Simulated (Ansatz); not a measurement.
# SnH4S + H2O: a complex and its separated parts, part 2 of 2

Ansatz 0.2.0, Gaussian basis.

**13. CAM-B3LYP-D4/def2-TZVPP**

The inputs:

parta/in.yaml

```yaml
crystal:
  periodic: [false, false, false]
  atoms:
    - {symbol: Sn, position_ang: [-0.791142, -0.147212, -1.024586]}
    - {symbol: H, position_ang: [0.728646, -0.063072, -1.794043]}
    - {symbol: H, position_ang: [-1.381141, 1.402077, -0.644125]}
    - {symbol: H, position_ang: [-1.894709, -1.013090, -1.994771]}
    - {symbol: S, position_ang: [-0.553965, -1.251070, 1.099307]}
    - {symbol: H, position_ang: [-0.098846, -2.393601, 0.559068]}
basis:
  gaussian: {orbitals: def2-TZVPP}
hamiltonian: {xc: {name: CAM-B3LYP}, dispersion: d4}
```

partb/in.yaml

```yaml
crystal:
  periodic: [false, false, false]
  atoms:
    - {symbol: O, position_ang: [1.497434, 1.179476, 0.915587]}
    - {symbol: H, position_ang: [1.124922, 0.399582, 1.332524]}
    - {symbol: H, position_ang: [1.368800, 1.887011, 1.550939]}
basis:
  gaussian: {orbitals: def2-TZVPP}
hamiltonian: {xc: {name: CAM-B3LYP}, dispersion: d4}
```

One command serves all of them, each in its own folder.

On the command line:

```console
ansatz run in.yaml --threads 4 --pin off --events-out ev --progress --plain --max-ram 9574MiB
```

parta printed, shortened:

```text
Functional definition: CAM-B3LYP
  name "CAM-B3LYP"
  cite "Yanai, Tew & Handy, Chem. Phys. Lett. 393, 51 (2004) doi:10.1016/j.cplett.2004.06.011"
  cite "Iikura, Tsuneda, Yanai & Hirao, J. Chem. Phys. 115, 3540 (2001) doi:10.1063/1.1383587"
  cite "Becke, Phys. Rev. A 38, 3098 (1988) doi:10.1103/PhysRevA.38.3098"
  cite "Lee, Yang & Parr, Phys. Rev. B 37, 785 (1988) doi:10.1103/PhysRevB.37.785"
[...]
  # Exact exchange under (alpha + beta erf(omega r))/r, Becke's under what is left of 1/r.
[...]
964 factors; their error is unknown
216 factors; integrals over basis functions are off by at most 2.1e-5 eV
[...]
mean field -16732.33006314 eV, -614.9017882396 hartree, gradient 2.8e-5 eV, S^2 0.000000; 0 other end points of the search recorded, 0 dependent functions left out
reference -16732.33018835 eV, -614.9017928413 hartree; 21, 21 occupied and 127, 127 virtual orbitals, 964 factors
Total energy: -16732.42379533 eV, -614.9052328342 hartree
```

Log of partb, shortened:

```text
[... 6 set-up lines as earlier in the session ...]
[...]
  # Exact exchange under (alpha + beta erf(omega r))/r, Becke's under what is left of 1/r.
[...]
269 factors; their error is unknown
72 factors; integrals over basis functions are off by at most 1.8e-5 eV
[...]
mean field -2079.99968088 eV, -76.4385783979 hartree, gradient 1.1e-5 eV, S^2 0.000000; 0 other end points of the search recorded, 0 dependent functions left out
reference -2079.99974831 eV, -76.4385808760 hartree; 5, 5 occupied and 54, 54 virtual orbitals, 269 factors
Total energy: -2080.00381439 eV, -76.4387303018 hartree
```

Wall times: 1.2 s (parta), 0.2 s (partb) on 4 threads of Arm Neoverse V1, shared host.

**14. wB97X-V/def2-TZVPP**

The same edit goes into each in.yaml of step 13 (parta, partb):

```diff
-hamiltonian: {xc: {name: CAM-B3LYP}, dispersion: d4}
+hamiltonian: {xc: {name: wB97X-V}}
```

The same command starts each run, in its folder.

On the command line:

```console
ansatz run in.yaml --threads 4 --pin off --events-out ev --progress --plain --max-ram 9574MiB
```

parta printed, shortened:

```text
Functional definition: wB97X-V
  name "wB97X-V"
  cite "Mardirossian & Head-Gordon, Phys. Chem. Chem. Phys. 16, 9904 (2014) doi:10.1039/C3CP54374A"
[... 2 set-up lines as earlier in the session ...]
[...]
      + integral(e_c_pw_opposite_spin*poly(b97_u_opposite, cos0, cos1)) + vv10(b, c)
959 factors; their error is unknown
212 factors; integrals over basis functions are off by at most 1.1e-5 eV
[...]
mean field -16730.42740328 eV, -614.8318667795 hartree, gradient 2.4e-5 eV, S^2 0.000000; 0 other end points of the search recorded, 0 dependent functions left out
reference -16730.42740111 eV, -614.8318667000 hartree; 21, 21 occupied and 127, 127 virtual orbitals, 959 factors
Total energy: -16730.42740111 eV, -614.8318667000 hartree
```

partb printed, shortened:

```text
[... 5 set-up lines as earlier in the session ...]
[...]
      + integral(e_c_pw_opposite_spin*poly(b97_u_opposite, cos0, cos1)) + vv10(b, c)
269 factors; their error is unknown
69 factors; integrals over basis functions are off by at most 2.2e-5 eV
[...]
mean field -2079.88767474 eV, -76.4344622481 hartree, gradient 2.3e-5 eV, S^2 0.000000; 0 other end points of the search recorded, 0 dependent functions left out
reference -2079.88767384 eV, -76.4344622151 hartree; 5, 5 occupied and 54, 54 virtual orbitals, 269 factors
Total energy: -2079.88767384 eV, -76.4344622151 hartree
```

Times: 3 s (parta), 0.4 s (partb) on 4 threads of Arm Neoverse V1, shared host.

**15. wB97M-V/def2-TZVPP**

Each input of step 14 (parta, partb) changes in the same lines:

```diff
-hamiltonian: {xc: {name: wB97X-V}}
+hamiltonian: {xc: {name: wB97M-V}}
```

One command serves all of them, each in its own folder.

On the command line:

```console
ansatz run in.yaml --threads 4 --pin off --events-out ev --progress --plain --max-ram 9574MiB
```

Log of parta, shortened:

```text
Functional definition: wB97M-V
  name "wB97M-V"
  cite "Mardirossian & Head-Gordon, J. Chem. Phys. 144, 214110 (2016) doi:10.1063/1.4952647"
[... 2 set-up lines as earlier in the session ...]
  # Of w^i u^j: cxij and so on, Table III.
[...]
  gx(w, u) = 1 - cx + cx01*u + cx10*w
[...]
      + integral(e_c_pw_mod_opposite_spin*gos(b97_w_opposite, b97_u_opposite)) + vv10(b, c)
959 factors; their error is unknown
212 factors; integrals over basis functions are off by at most 1.1e-5 eV
[...]
mean field -16730.22410531 eV, -614.8243957170 hartree, gradient 2.5e-5 eV, S^2 0.000000; 0 other end points of the search recorded, 0 dependent functions left out
reference -16730.22415912 eV, -614.8243976945 hartree; 21, 21 occupied and 127, 127 virtual orbitals, 959 factors
Total energy: -16730.22415912 eV, -614.8243976945 hartree
```

Log of partb, shortened:

```text
[... 5 set-up lines as earlier in the session ...]
  # Of w^i u^j: cxij and so on, Table III.
[...]
  gx(w, u) = 1 - cx + cx01*u + cx10*w
[...]
      + integral(e_c_pw_mod_opposite_spin*gos(b97_w_opposite, b97_u_opposite)) + vv10(b, c)
269 factors; their error is unknown
69 factors; integrals over basis functions are off by at most 2.2e-5 eV
[...]
mean field -2079.85938623 eV, -76.4334226646 hartree, gradient 2.8e-5 eV, S^2 0.000000; 0 other end points of the search recorded, 0 dependent functions left out
reference -2079.85940824 eV, -76.4334234734 hartree; 5, 5 occupied and 54, 54 virtual orbitals, 269 factors
Total energy: -2079.85940824 eV, -76.4334234734 hartree
```

They took 3.3 s (parta), 0.4 s (partb) on 4 threads of Arm Neoverse V1, shared host.

**16. B2PLYP/def2-TZVPP**

The same edit goes into each in.yaml of step 15 (parta, partb):

```diff
-hamiltonian: {xc: {name: wB97M-V}}
+hamiltonian: {xc: {name: B2PLYP}}
```

Each run has its own folder and the same command.

On the command line:

```console
ansatz run in.yaml --threads 4 --pin off --events-out ev --progress --plain --max-ram 9574MiB
```

parta printed, shortened:

```text
Functional definition: B2PLYP
  name "B2PLYP"
  cite "Grimme, J. Chem. Phys. 124, 034108 (2006) doi:10.1063/1.2148954"
[... 2 set-up lines as earlier in the session ...]
[...]
1001 factors; integrals over basis functions are off by at most 8.9e-4 eV
[...]
mean field -16718.61206497 eV, -614.3976611055 hartree, gradient 5.3e-6 eV, S^2 0.000000; 0 other end points of the search recorded, 0 dependent functions left out
9 core orbitals not correlated: weight in the atoms' cores, before any rotation towards them, 1.000 or more for the frozen orbitals, at most 0.000 for the correlated occupied ones
reference -16718.61222430 eV, -614.3976669607 hartree; 12, 12 occupied and 127, 127 virtual orbitals, 1001 factors
second order -17.00505174 eV of doubles, -0.00000000 eV of singles
Total energy: -16723.20358827 eV, -614.5663964745 hartree
```

Log of partb, shortened:

```text
[... 5 set-up lines as earlier in the session ...]
[...]
361 factors; integrals over basis functions are off by at most 7.6e-4 eV
[...]
mean field -2077.03825795 eV, -76.3297481126 hartree, gradient 8.7e-7 eV, S^2 0.000000; 0 other end points of the search recorded, 0 dependent functions left out
1 core orbitals not correlated: weight in the atoms' cores, before any rotation towards them, 1.000 or more for the frozen orbitals, at most 0.000 for the correlated occupied ones
reference -2077.03834298 eV, -76.3297512374 hartree; 4, 4 occupied and 54, 54 virtual orbitals, 361 factors
second order -8.41882770 eV of doubles, -0.00000000 eV of singles
Total energy: -2079.31142646 eV, -76.4132855144 hartree
```

Wall times: 1.7 s (parta), 0.25 s (partb) on 4 threads of Arm Neoverse V1, shared host.

**17. PBE-QIDH/def2-TZVPP**

The same edit goes into each in.yaml of step 16 (parta, partb):

```diff
-hamiltonian: {xc: {name: B2PLYP}}
+hamiltonian: {xc: {name: PBE-QIDH}}
```

One command serves all of them, each in its own folder.

On the command line:

```console
ansatz run in.yaml --threads 4 --pin off --events-out ev --progress --plain --max-ram 9574MiB
```

Log of parta, shortened:

```text
Functional definition: PBE-QIDH
  name "PBE-QIDH"
  cite "Brémond, Sancho-García, Pérez-Jiménez & Adamo, J. Chem. Phys. 141, 031101 (2014) doi:10.1063/1.4890314"
[... 1 set-up line as earlier in the session ...]
[...]
1001 factors; integrals over basis functions are off by at most 8.9e-4 eV
[...]
mean field -16715.88622416 eV, -614.2974883033 hartree, gradient 4.5e-6 eV, S^2 0.000000; 0 other end points of the search recorded, 0 dependent functions left out
9 core orbitals not correlated: weight in the atoms' cores, before any rotation towards them, 1.000 or more for the frozen orbitals, at most 0.000 for the correlated occupied ones
reference -16715.88623641 eV, -614.2974887533 hartree; 12, 12 occupied and 127, 127 virtual orbitals, 1001 factors
second order -15.85198283 eV of doubles, -0.00000000 eV of singles
Total energy: -16721.17023068 eV, -614.4916719613 hartree
```

Log of partb, shortened:

```text
[... 4 set-up lines as earlier in the session ...]
[...]
361 factors; integrals over basis functions are off by at most 7.6e-4 eV
[...]
mean field -2075.58431925 eV, -76.2763168507 hartree, gradient 2.2e-6 eV, S^2 0.000000; 0 other end points of the search recorded, 0 dependent functions left out
1 core orbitals not correlated: weight in the atoms' cores, before any rotation towards them, 1.000 or more for the frozen orbitals, at most 0.000 for the correlated occupied ones
reference -2075.58432474 eV, -76.2763170525 hartree; 4, 4 occupied and 54, 54 virtual orbitals, 361 factors
second order -7.85907865 eV of doubles, -0.00000000 eV of singles
Total energy: -2078.20401762 eV, -76.3725889903 hartree
```

Times: 1.7 s (parta), 0.25 s (partb) on 4 threads of Arm Neoverse V1, shared host.

**18. RPA on PBE/def2-TZVPP**

The same edit goes into each in.yaml of step 17 (parta, partb):

```diff
-hamiltonian: {xc: {name: PBE-QIDH}}
+hamiltonian: {xc: pbe}
+correlation: {method: rpa}
```

The same command starts each run, in its folder.

On the command line:

```console
ansatz run in.yaml --threads 4 --pin off --events-out ev --progress --plain --max-ram 9574MiB
```

Output in parta, shortened:

```text
[... 4 set-up lines as earlier in the session ...]
[...]
1001 factors; integrals over basis functions are off by at most 8.9e-4 eV
[...]
mean field -16727.50170839 eV, -614.7243494753 hartree, gradient 3.0e-6 eV, S^2 0.000000; 0 other end points of the search recorded, 0 dependent functions left out
9 core orbitals not correlated: weight in the atoms' cores, before any rotation towards them, 1.000 or more for the frozen orbitals, at most 0.000 for the correlated occupied ones
reference -16685.79916833 eV, -613.1918093952 hartree; 12, 12 occupied and 127, 127 virtual orbitals, 1001 factors
Total energy: -16708.38570311 eV, -614.0218492386 hartree
```

Log of partb, shortened:

```text
[... 4 set-up lines as earlier in the session ...]
[...]
361 factors; integrals over basis functions are off by at most 7.6e-4 eV
[...]
mean field -2078.40758143 eV, -76.3800698221 hartree, gradient 2.4e-6 eV, S^2 0.000000; 0 other end points of the search recorded, 0 dependent functions left out
1 core orbitals not correlated: weight in the atoms' cores, before any rotation towards them, 1.000 or more for the frozen orbitals, at most 0.000 for the correlated occupied ones
reference -2069.53690500 eV, -76.0540784761 hartree; 4, 4 occupied and 54, 54 virtual orbitals, 361 factors
Total energy: -2080.48263775 eV, -76.4563267357 hartree
```

Times: 1.6 s (parta), 0.25 s (partb) on 4 threads of Arm Neoverse V1, shared host.

**19. CCSD(T)/def2-TZVPP**

The same edit goes into each in.yaml of step 18 (parta, partb):

```diff
-hamiltonian: {xc: pbe}
-correlation: {method: rpa}
+correlation: {method: ccsd_t}
```

Each run has its own folder and the same command.

On the command line:

```console
ansatz run in.yaml --threads 4 --pin off --events-out ev --progress --plain --max-ram 9574MiB
```

parta printed, shortened:

```text
Functional definition: HF
  name "HF"
  cite "Fock, Z. Phys. 61, 126 (1930) doi:10.1007/BF01340294"
[... 1 set-up line as earlier in the session ...]
[...]
1001 factors; integrals over basis functions are off by at most 8.9e-4 eV
[...]
mean field -16686.78245736 eV, -613.2279446004 hartree, gradient 2.1e-6 eV, S^2 0.000000; 0 other end points of the search recorded, 0 dependent functions left out
9 core orbitals not correlated: weight in the atoms' cores, before any rotation towards them, 1.000 or more for the frozen orbitals, at most 0.000 for the correlated occupied ones
reference -16686.78245736 eV, -613.2279446004 hartree; 12, 12 occupied and 127, 127 virtual orbitals, 1001 factors
second order -14.09236630 eV of doubles, -0.00000000 eV of singles
cycle   1  -14.41439624 eV  change   -3.2e-1 eV  update   8.8e-2
[...]
cycle   9  -14.86942628 eV  change   -1.1e-5 eV  update   1.0e-5
perturbative correction -0.49126012 eV, -0.0180534763 hartree
Total energy: -16702.14314375 eV, -613.7924394135 hartree
```

Output in partb, shortened:

```text
[... 4 set-up lines as earlier in the session ...]
[...]
361 factors; integrals over basis functions are off by at most 7.6e-4 eV
[...]
mean field -2069.76236058 eV, -76.0623638161 hartree, gradient 3.6e-6 eV, S^2 0.000000; 0 other end points of the search recorded, 0 dependent functions left out
1 core orbitals not correlated: weight in the atoms' cores, before any rotation towards them, 1.000 or more for the frozen orbitals, at most 0.000 for the correlated occupied ones
reference -2069.76236058 eV, -76.0623638161 hartree; 4, 4 occupied and 54, 54 virtual orbitals, 361 factors
second order -7.10563253 eV of doubles, -0.00000000 eV of singles
cycle   1  -7.11167630 eV  change   -6.0e-3 eV  update   4.1e-2
[...]
cycle   8  -7.26614222 eV  change    3.3e-6 eV  update   7.2e-6
perturbative correction -0.20741105 eV, -0.0076222157 hartree
Total energy: -2077.23591386 eV, -76.3370118333 hartree
```

They took 10 s (parta), 0.25 s (partb) on 4 threads of Arm Neoverse V1, shared host; peak memory 0.99 GiB.

**20. Vibrations of SnH4S**

vib-parta/in.yaml reads:

```yaml
crystal:
  periodic: [false, false, false]
  atoms:
    - {symbol: Sn, position_ang: [-0.791142, -0.147212, -1.024586]}
    - {symbol: H, position_ang: [0.728646, -0.063072, -1.794043]}
    - {symbol: H, position_ang: [-1.381141, 1.402077, -0.644125]}
    - {symbol: H, position_ang: [-1.894709, -1.013090, -1.994771]}
    - {symbol: S, position_ang: [-0.553965, -1.251070, 1.099307]}
    - {symbol: H, position_ang: [-0.098846, -2.393601, 0.559068]}
basis:
  gaussian: {orbitals: def2-TZVP}
hamiltonian: {xc: pbe0, dispersion: d4}
phonons: {temperatures: {t_min: 298.15, t_max: 900, t_step: 200}}
```

On the command line:

```console
ansatz run in.yaml --threads 4 --pin off --events-out ev --progress --plain --max-ram 9574MiB
```

Output, shortened:

```text
[... 5 set-up lines as earlier in the session ...]
[...]
908 factors; their error is unknown
[...]
mean field -16728.78026986 eV, -614.7713357428 hartree, gradient 1.3e-5 eV, S^2 0.000000; 0 other end points of the search recorded, 0 dependent functions left out
[...]
Atom 3 at    -1.894709    -1.013090    -1.994771 Å, force    -0.000169     0.000017    -0.000264 eV/Å
Atom 4 at    -0.553965    -1.251070     1.099307 Å, force     0.000660    -0.001583    -0.000692 eV/Å
Atom 5 at    -0.098846    -2.393601     0.559068 Å, force    -0.000675     0.001694     0.000647 eV/Å
Dipole moment:     0.024101     0.000634    -0.318271 e Å
Vibrations: 114.03 356.35 428.95 468.39 689.23 710.29 713.17 732.24 1948.75 1949.87 1973.46 2713.25 cm⁻¹, zero-point energy 0.793374 eV
```

Run time: 23 s. Hardware: 4 threads of Arm Neoverse V1, shared host.

The modes, with what each moves most:

| mode | wavenumber (cm⁻¹) | character |
| --- | --- | --- |
| 1 | 114 | torsion |
| 2 | 356 | Sn–S stretch |
| 3 | 429 | bend |
| 4 | 468 | bend |
| 5 | 689 | bend |
| 6 | 710 | bend |
| 7 | 713 | bend |
| 8 | 732 | bend |
| 9 | 1949 | Sn–H stretch |
| 10 | 1950 | Sn–H stretch |
| 11 | 1973 | Sn–H stretch |
| 12 | 2713 | S–H stretch |

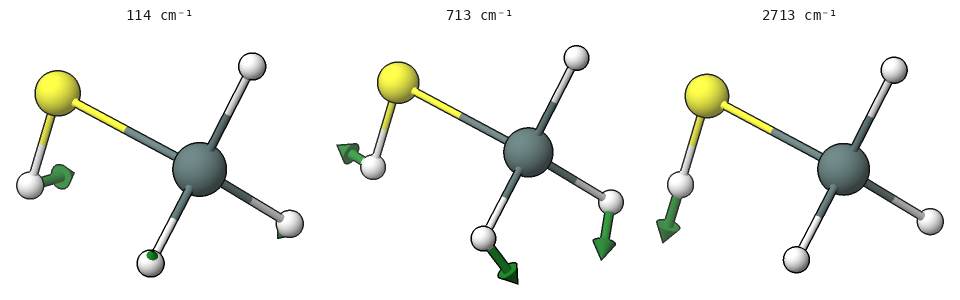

How the atoms move in 3 of the modes.

Vibrational sums (real modes only):

| T (K) | entropy (J/mol/K) | heat capacity (J/mol/K) |
| --- | --- | --- |
| 298 | 29.8 | 39.8 |
| 498 | 54.7 | 57.0 |
| 698 | 75.8 | 68.0 |
| 898 | 94.0 | 75.9 |

**21. Vibrations of H2O**

vib-partb/in.yaml reads:

```yaml
crystal:
  periodic: [false, false, false]
  atoms:
    - {symbol: O, position_ang: [1.497434, 1.179476, 0.915587]}
    - {symbol: H, position_ang: [1.124922, 0.399582, 1.332524]}
    - {symbol: H, position_ang: [1.368800, 1.887011, 1.550939]}
basis:
  gaussian: {orbitals: def2-TZVP}
hamiltonian: {xc: pbe0, dispersion: d4}
phonons: {temperatures: {t_min: 298.15, t_max: 900, t_step: 200}}
```

On the command line:

```console
ansatz run in.yaml --threads 4 --pin off --events-out ev --progress --plain --max-ram 9574MiB
```

Output, shortened:

```text
[... 5 set-up lines as earlier in the session ...]
[...]
239 factors; their error is unknown
[...]
mean field -2078.33307658 eV, -76.3773318195 hartree, gradient 1.2e-5 eV, S^2 0.000000; 0 other end points of the search recorded, 0 dependent functions left out
[...]
Total energy: -2078.33734654 eV, -76.3774887376 hartree
Atom 0 at     1.497434     1.179476     0.915587 Å, force    -0.001003    -0.000392     0.001982 eV/Å
Atom 1 at     1.124922     0.399582     1.332524 Å, force     0.000551     0.000242    -0.001075 eV/Å
Atom 2 at     1.368800     1.887011     1.550939 Å, force     0.000452     0.000150    -0.000907 eV/Å
Dipole moment:    -0.184775    -0.026678     0.387985 e Å
Vibrations: 1623.02 3851.40 3959.03 cm⁻¹, zero-point energy 0.584799 eV
```

It took 1.1 s on 4 threads of Arm Neoverse V1, shared host.

The modes, with what each moves most:

| mode | wavenumber (cm⁻¹) | character |
| --- | --- | --- |
| 1 | 1623 | bend |
| 2 | 3851 | O–H stretch |
| 3 | 3959 | O–H stretch |

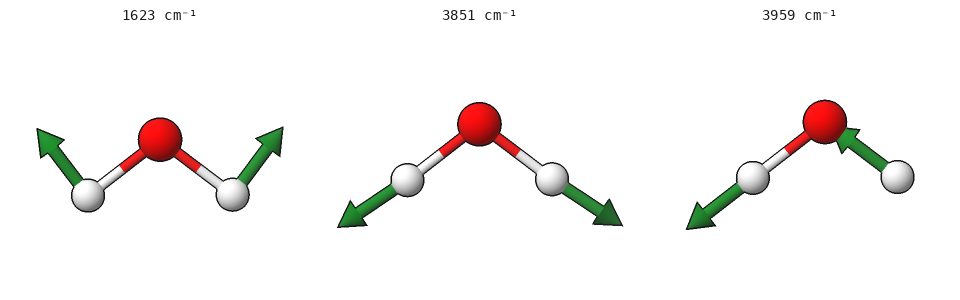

How the atoms move in 3 of the modes.

Vibrational sums (real modes only):

| T (K) | entropy (J/mol/K) | heat capacity (J/mol/K) |
| --- | --- | --- |
| 298 | 0.0 | 0.2 |
| 498 | 0.4 | 1.7 |
| 698 | 1.4 | 3.9 |
| 898 | 2.6 | 6.1 |

**22. Complex less separated parts**

The complex's own energies come from single points at the same levels.

Rows are in def2-TZVPP; times add the 3 runs of a level on a shared host, so small differences are noise.

Differences are taken before rounding.

| method | rung | complex less parts (kJ/mol) | from CCSD(T) (kJ/mol) | time |
| --- | --- | --- | --- | --- |
| SPW92 | LDA | -34.5 | -15.5 | 1.4 s |
| PBE-D4 | GGA | -24.6 | -5.6 | 2.2 s |
| BLYP-D4 | GGA | -22.8 | -3.9 | 2.4 s |
| r2SCAN-D4 | meta-GGA | -22.1 | -3.2 | 4.9 s |
| B97M-V | meta-GGA | -21.6 | -2.6 | 8.9 s |
| PBE0-D4 | hybrid | -22.1 | -3.2 | 3.1 s |
| B3LYP-D4 | hybrid | -21.8 | -2.9 | 3 s |
| r2SCAN0-D4 | hybrid | -21.1 | -2.1 | 5.4 s |
| BHLYP-D4 | hybrid | -21.2 | -2.2 | 2.9 s |
| CAM-B3LYP-D4 | range-separated hybrid | -22.1 | -3.1 | 3.4 s |
| wB97X-V | range-separated hybrid | -21.3 | -2.4 | 8.9 s |
| wB97M-V | range-separated hybrid | -22.3 | -3.3 | 9.7 s |
| B2PLYP | double hybrid | -16.3 | +2.6 | 5.3 s |
| PBE-QIDH | double hybrid | -18.5 | +0.5 | 5.4 s |
| RPA on PBE | RPA | -16.2 | +2.8 | 5.5 s |
| Hartree-Fock | wavefunction | -5.1 | +13.8 |  |
| MP2 | wavefunction | -20.0 | -1.0 |  |
| CCSD | wavefunction | -16.7 | +2.3 |  |
| CCSD(T) | wavefunction | -19.0 | 0 | 80 s |

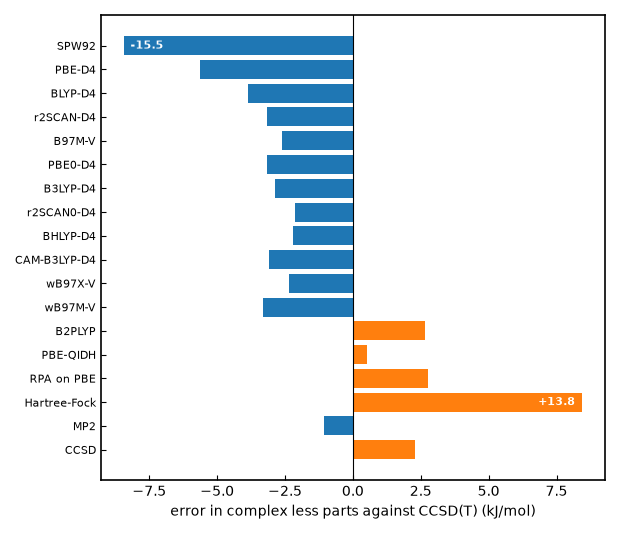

Deviations from CCSD(T), method by method. Bars with a number in them are cut short.

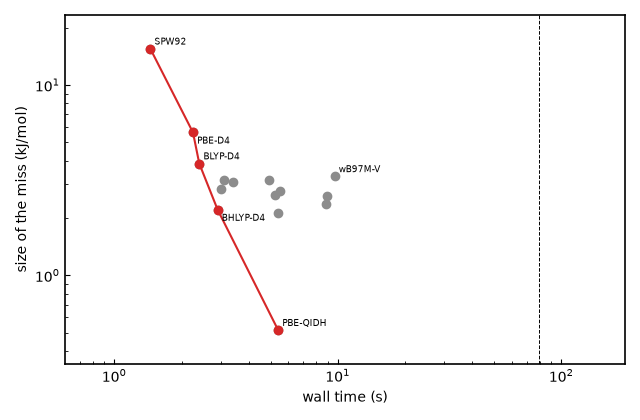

Miss against cost. Red marks the levels that no quicker level drawn beats (of those quicker than the yardstick), and the dashed line is the time of CCSD(T). Only those levels and the largest misses are named. Times are from a shared host.

For cost: PBE-QIDH gets within 0.5 kJ/mol in 5.4 s, where CCSD(T) took 80 s; the quickest level in the cost chart, SPW92, takes 1.4 s and misses by 15.5 kJ/mol.

The complex's zero-point energy, from a separate PBE0-D4 run, is 1.448 eV.

**23. Outcome**

This closing draws on all 2 parts.

| quantity | value |
| --- | --- |
| complex less parts, CCSD(T)/def2-TZVPP | -19.0 kJ/mol |
| with zero-point energy | -12.2 kJ/mol |
| largest T1 diagnostic | 0.012 |

In words: At CCSD(T) the complex lies 19.0 kJ/mol below its parts. PBE-QIDH is the best functional here (+0.5 kJ/mol from CCSD(T)); SPW92 is the worst (-15.5 kJ/mol). Mean unsigned error by rung: LDA 15.5, GGA 4.7, meta-GGA 2.9, hybrid 2.6, range-separated hybrid 2.9, double hybrid 1.6 kJ/mol. The double hybrids carry no dispersion term here, unlike the levels marked D4 or V. PBE-D4 gives a relative energy 5.6 kJ/mol too low, outside chemical accuracy (1 kcal/mol, 4.2 kJ/mol). No counterpoise was applied, and triple zeta lacks some correlation, so the CCSD(T) reference has a basis error of its own, and close matches with it are partly luck.
